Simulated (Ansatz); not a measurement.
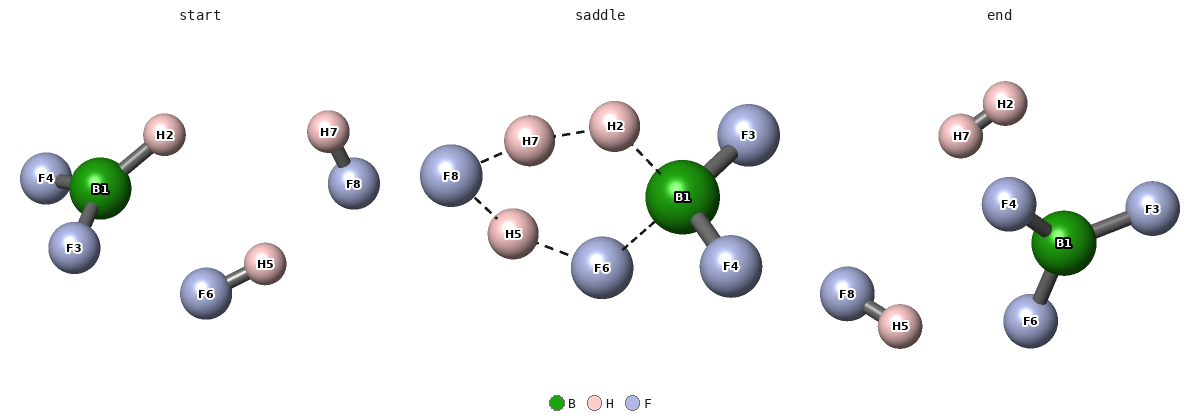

One elementary step of BH₃F₄: start, first-order saddle point (changing pairs dashed) and end. Electronic energies at PBE0-D4/def2-TZVP geometries, energies in def2-TZVPP, the Ansatz code; cores frozen in correlated methods, no zero-point terms. Start and end are the structures at the ends of the path (complexes, where there are several molecules). Lines between the levels only guide the eye.

In the step B1–F6 (2.34 → 1.53 → 1.32 Å), H2–H7 (2.34 → 1.05 → 0.75 Å) and H5–F8 (1.72 → 1.14 → 0.92 Å) form; B1–H2 (1.20 → 1.33 → 2.74 Å), H5–F6 (0.93 → 1.15 → 1.98 Å) and H7–F8 (0.93 → 1.11 → 2.62 Å) break (lengths at start, saddle and end; changes of bond order aren't listed).

Is the step uphill or downhill with BHLYP-D4?

Downhill by 23.8 kcal/mol in electronic energy, over a barrier of 18.8 kcal/mol.

Give the barriers and step energies (kcal/mol). Levels: BHLYP-D4 and PBE-D4.

```csv
level,barrier,reverse barrier,step energy
BHLYP-D4,18.8,42.6,−23.8
PBE-D4,6.9,28.4,−21.5
```

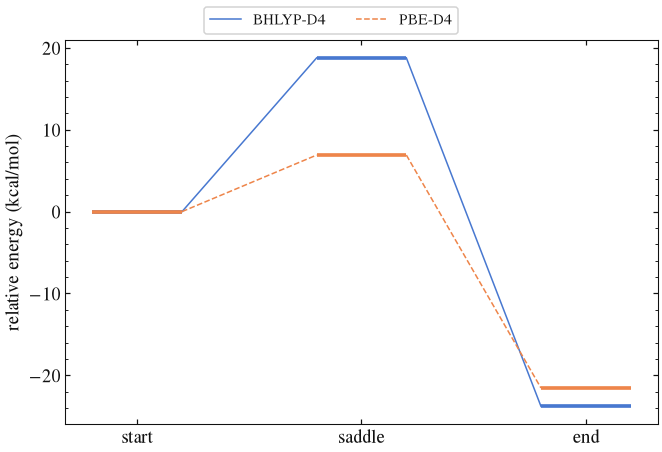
